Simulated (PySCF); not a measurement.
# GeSiH5OF (SMILES [F][GeH2][O][SiH3]) at 6 levels

Wanted: a comparison of 6 runs (B3LYP/cc-pVDZ, PBE/cc-pVDZ, PBE0/cc-pVDZ, SVWN5/cc-pVDZ, wB97X/cc-pVDZ, CCSD(T)/cc-pVDZ) of GeSiH5OF. The job is set up through a Python script.

The results are computed with PySCF 2.14.0.

## Step 1: The system as given

GeSiH5OF has 9 atoms, charge 0, and is taken as a singlet. As SMILES, `[F][GeH2][O][SiH3]`. The shape is that of a PBE0-D4/def2-TZVP optimisation. This is one conformer, not always the lowest.

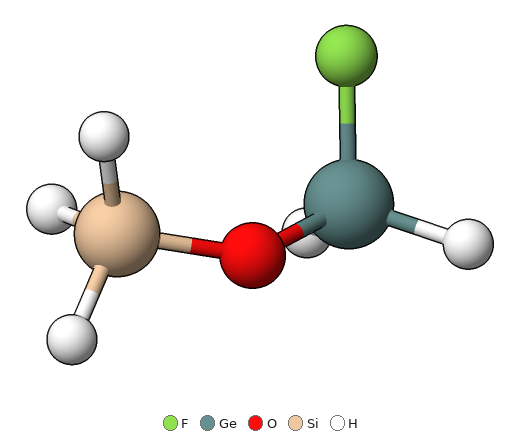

The structure, seen from a chosen angle (fluorine green, germanium teal, oxygen red, silicon light orange, hydrogen white).

## Step 2: A single-point energy at B3LYP/cc-pVDZ (run 1)

Contents of mol.xyz:

```xyz
9
FGeH5OSi
F     -0.320900     2.199100    -0.801400
Ge    -0.724900     0.581800    -1.283400
O      0.362900    -0.480200    -0.412500
Si     0.750200    -0.722700     1.165100
H     -0.409400     0.450200    -2.771800
H     -2.172200     0.349400    -0.838500
H      1.861400     0.172700     1.573600
H     -0.429500    -0.459400     2.034900
H      1.170800    -2.137200     1.317100
```

Contents of run.py:

```python
from pyscf import gto, dft

mol = gto.M(
    atom='mol.xyz',
    verbose=3,
    max_memory=1860,
    basis='cc-pvdz',
)

mf = dft.RKS(mol)
mf.xc = 'b3lyp'
mf.conv_tol = 1e-10
mf.grids.level = 5
mf.kernel()
if not mf.converged:
    mf = mf.newton().run(mf.mo_coeff, mf.mo_occ)

e_final = mf.e_tot
print('E(%s) = %.9f' % ('B3LYP', e_final))
```

On the command line:

```console
$ OMP_NUM_THREADS=1 python run.py
```

The program printed:

```text
converged SCF energy = -2544.67981540446
E(B3LYP) = -2544.679815404
```

Wall time 28 s (1 thread of Arm Neoverse V2, shared host); peak memory 0.52 GiB.

## Step 3: A single-point energy at PBE/cc-pVDZ (run 2)

Contents of run.py:

```python
from pyscf import gto, dft

mol = gto.M(
    atom='''
F     -0.606413     4.155697    -1.514427
Ge    -1.369862     1.099443    -2.425275
O      0.685782    -0.907446    -0.779512
Si     1.417673    -1.365705     2.201720
H     -0.773654     0.850755    -5.237943
H     -4.104863     0.660270    -1.584535
H      3.517536     0.326356     2.973673
H     -0.811637    -0.868140     3.845404
H      2.212491    -4.038723     2.488958
''',
    verbose=4,
    max_memory=1860,
    basis='cc-pvdz',
    unit='bohr',
)

mf = dft.RKS(mol)
mf.xc = 'pbe'
mf.conv_tol = 1e-10
mf.grids.level = 5
mf.kernel()
if not mf.converged:
    mf = mf.newton().run(mf.mo_coeff, mf.mo_occ)

e_final = mf.e_tot
print('E = %.10f Eh' % e_final)
```

On the command line:

```console
$ OMP_NUM_THREADS=1 python run.py
```

The program printed:

```text
PySCF version 2.14.0

[... 82 lines left out ...]
converged SCF energy = -2543.95402179762
E = -2543.9540217976 Eh
```

Wall time 28 s (1 thread of Arm Neoverse V2, shared host); peak memory 0.52 GiB.

Run 3 isn't shown in full; the table further down has it.

## Step 4: The energy at SVWN5/cc-pVDZ (run 4)

Contents of geometry.xyz:

```xyz
9
FGeH5OSi
F     -0.320900     2.199100    -0.801400
Ge    -0.724900     0.581800    -1.283400
O      0.362900    -0.480200    -0.412500
Si     0.750200    -0.722700     1.165100
H     -0.409400     0.450200    -2.771800
H     -2.172200     0.349400    -0.838500
H      1.861400     0.172700     1.573600
H     -0.429500    -0.459400     2.034900
H      1.170800    -2.137200     1.317100
```

Contents of input.py:

```python
# [F][GeH2][O][SiH3]
from pyscf import gto, dft

system = gto.M(
    atom='geometry.xyz',
    spin=0,
    max_memory=1860,
    basis='cc-pvdz',
    verbose=4,
    charge=0,
)

calc0 = dft.RKS(system)
calc0.xc = 'svwn'
calc0.conv_tol = 1e-10
calc0.grids.level = 5
calc0.kernel()
if not calc0.converged:
    calc0 = calc0.newton().run(calc0.mo_coeff, calc0.mo_occ)

etot = calc0.e_tot
print('E = %.10f Eh' % etot)
```

On the command line:

```console
$ OMP_NUM_THREADS=1 python input.py
```

The program printed:

```text
PySCF version 2.14.0

[... 81 lines left out ...]
converged SCF energy = -2539.08663704908
E = -2539.0866370491 Eh
```

Wall time 16 s (1 thread of Arm Neoverse V2, shared host); peak memory 0.34 GiB.

Run 5 isn't shown in full; the table further down has it.

## Step 5: The energy at CCSD(T)/cc-pVDZ (run 6)

Contents of input.py:

```python
from pyscf import gto, scf, cc

system = gto.Mole()
system.atom = '''
F       -0.320900       2.199100      -0.801400
Ge      -0.724900       0.581800      -1.283400
O        0.362900      -0.480200      -0.412500
Si       0.750200      -0.722700       1.165100
H       -0.409400       0.450200      -2.771800
H       -2.172200       0.349400      -0.838500
H        1.861400       0.172700       1.573600
H       -0.429500      -0.459400       2.034900
H        1.170800      -2.137200       1.317100
'''
system.charge = 0
system.max_memory = 1860
system.basis = 'cc-pvdz'
system.spin = 0
system.verbose = 3
system.build()

myscf = scf.RHF(system)
myscf.conv_tol = 1e-10
myscf.kernel()
if not myscf.converged:
    myscf = myscf.newton().run(myscf.mo_coeff, myscf.mo_occ)

mycc = cc.CCSD(myscf, frozen=16)
mycc.kernel()
e_t = mycc.ccsd_t()
e_final = mycc.e_tot + e_t
print(f'total energy: {e_final:.8f} hartree')
```

On the command line:

```console
$ OMP_NUM_THREADS=1 python input.py
```

The program printed:

```text
converged SCF energy = -2541.57423854672
E(CCSD) = -2542.202023227221  E_corr = -0.6277846804986772
CCSD(T) correction = -0.0132260688095184
total energy: -2542.21524930 hartree
```

It took 64 s on 1 thread of Arm Neoverse V2, shared host; peak memory 0.56 GiB.

## Step 6: The series

```tsv
run	level	integration grid	frozen core orbitals	energy (Eh)	dipole moment (D) of the reference	HOMO energy (eV)	LUMO energy (eV)	wall time
1	B3LYP/cc-pVDZ	5	–	-2544.679815	1.75	-8.45	0.03	28 s
2	PBE/cc-pVDZ	5	–	-2543.954022	1.62	-7.20	-0.69	28 s
3	PBE0/cc-pVDZ	5	–	-2544.047832	1.78	-8.70	0.23	27 s
4	SVWN5/cc-pVDZ	5	–	-2539.086637	1.65	-7.25	-0.94	16 s
5	wB97X/cc-pVDZ	5	–	-2544.611592	1.80	-11.10	2.40	47 s
6	CCSD(T)/cc-pVDZ	–	16	-2542.215249	2.07	-12.37	3.67	64 s
```

## Step 7: What came out

```
                                           quantity           value
                                run 6: total energy  -2542.21525 Eh
        run 6: dipole moment (Hartree–Fock density)          2.07 D
         run 6: HOMO energy (Hartree–Fock orbitals)       -12.37 eV
         run 6: LUMO energy (Hartree–Fock orbitals)         3.67 eV
       run 6: HOMO–LUMO gap (Hartree–Fock orbitals)        16.04 eV
run 6: correlation energy (16 core orbitals frozen)      -641.0 mEh
                              run 6: (T) correction      -13.23 mEh
                               run 6: T1 diagnostic           0.011
```

What this shows: Over runs 1, 2, 3, 4, 5 the dipole moment (its size) runs from 1.62 D (PBE/cc-pVDZ) to 1.80 D (wB97X/cc-pVDZ). Over runs 1, 2, 3, 4, 5 the HOMO–LUMO gap runs from 6.31 eV (SVWN5/cc-pVDZ) to 13.50 eV (wB97X/cc-pVDZ). Totals of different functionals can't be ranked against each other. All runs together took 3.5 min, the longest 64 s.
